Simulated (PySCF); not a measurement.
**C₆H₉OP (SMILES C#CP(C)CC(C)=O): density, localisation and related maps**

```xyz
17

C    -1.5281    2.9162   -1.5401
C    -1.3118    2.0256   -0.7623
P    -1.0475    0.8315    0.5236
C    -2.1264   -0.4945   -0.1954
C     0.6065    0.2419   -0.1434
C     1.0632   -0.8484    0.7858
C     2.4681   -1.3512    0.5941
O     0.3214   -1.2639    1.6416
H    -1.7060    3.6665   -2.2550
H    -3.1663   -0.1932   -0.0784
H    -1.9659   -1.4159    0.3599
H    -1.9169   -0.6513   -1.2535
H     1.3258    1.0649   -0.1593
H     0.5155   -0.1380   -1.1656
H     2.6898   -1.4890   -0.4611
H     2.6145   -2.2830    1.1342
H     3.1570   -0.6062    0.9901
```

Geometry: GFN2-xTB.

The calculation used CAM-B3LYP/def2-SVPD, SCF density, gas phase in PySCF.

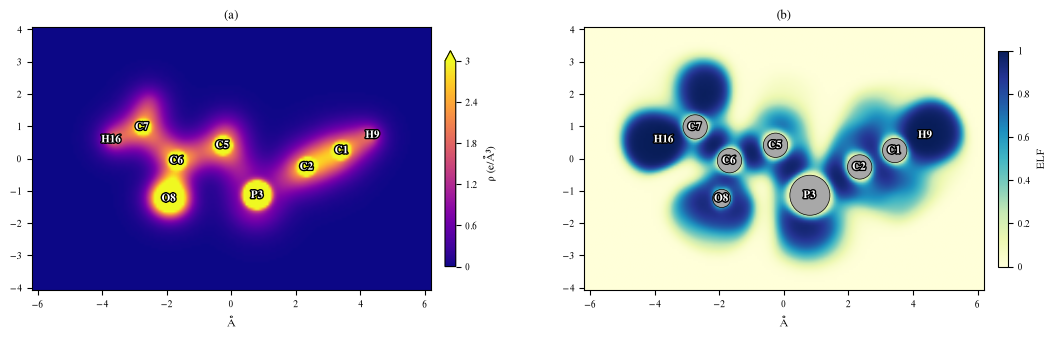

Figure 1. (a) electron density; (b) electron localisation function on the plane of atoms C2, P3 and C5. Grey discs cover the atomic cores in the ELF map.

Read the bonding off the picture.

Atoms in the plane: C, P, O and H.
C–C (1.20 Å): ρ at the midpoint is about 2.7 e/Å³; the ELF peaks at about 0.85 between the atoms (a multiple bond).
C–O (1.21 Å): the density is about 3.4 e/Å³ at the midpoint; the ELF peaks at about 0.85 between the atoms (a multiple bond).
C–P (1.77 Å): ρ is about 1.2 e/Å³ halfway; the ELF peaks at about 0.95 between the atoms, as expected for localised, covalent bonding.
C–H (1.05 Å): ρ at the midpoint is about 2.1 e/Å³; the ELF climbs to about 1 towards the hydrogen, as it does in any bond to H; a covalent bond by its length.
C–P (1.88 Å): ρ is about 1.1 e/Å³ halfway; the ELF peaks at about 0.95 between the atoms, as expected for localised, covalent bonding.
The ELF also peaks beside P3 and O8, away from the bonds: lone-pair regions.

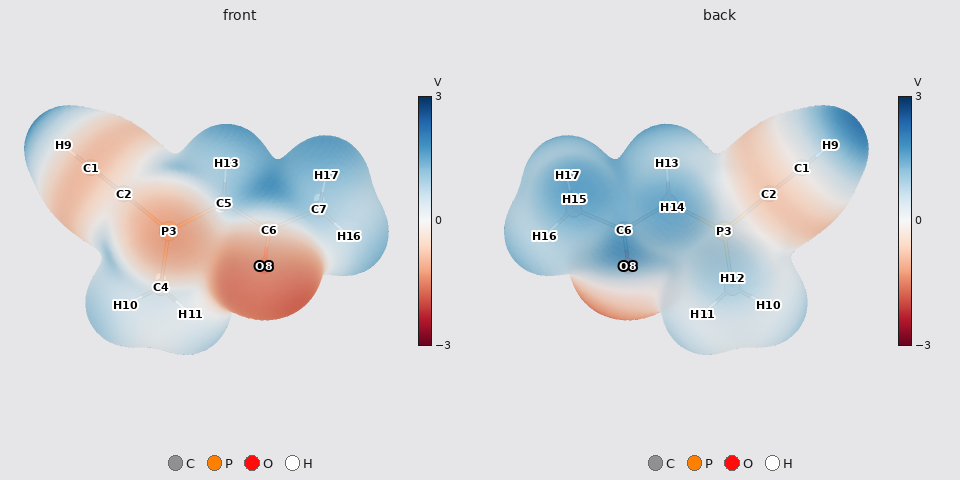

Figure 2. The molecular electrostatic potential painted on the density surface at 0.004 e/bohr³, seen from the front and from behind; the colour scale runs from red (negative) to blue (positive).

Where is the surface potential most negative and most positive?

The most negative region (about −1.7 V) lies over O8, the most positive (about +2.0 V) over H9. O8 is the likeliest acceptor of a hydrogen bond.

How polar is the molecule by this calculation?

Its dipole moment is 3.30 D.

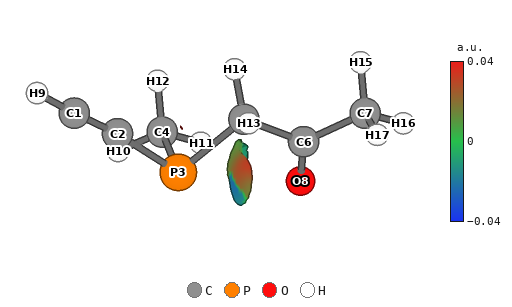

Figure 3. Non-covalent interaction (NCI) plot: the surface where the reduced density gradient is 0.5, for densities under 0.05 a.u., coloured by sign(λ₂)ρ; seen from one side.

Which non-covalent interactions does the plot reveal?

P3···O8 (2.7 Å): a weak contact, attractive (blue-green) on one side and crowded (olive to red) on the other.
